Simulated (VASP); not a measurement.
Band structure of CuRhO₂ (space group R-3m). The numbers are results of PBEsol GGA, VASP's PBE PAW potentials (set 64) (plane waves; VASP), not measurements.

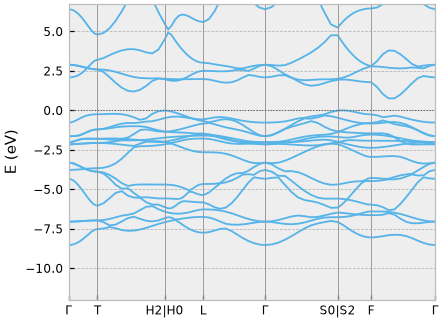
Bands along high-symmetry lines, zero at the valence-band maximum or, without a gap, the Fermi level

### Question
Read the plot: is there a gap, and where are the band edges?

### Answer
The gap is indirect, 0.76 eV, from the valence maximum at S2-F at 0.09 to the conduction minimum at F-Γ at 0.36. (Edges off the drawn lines would not show.)

The structure comes from a computed database's CuRhO2 entry (R-3m); how it stands against other phases isn't given here. It was relaxed first.
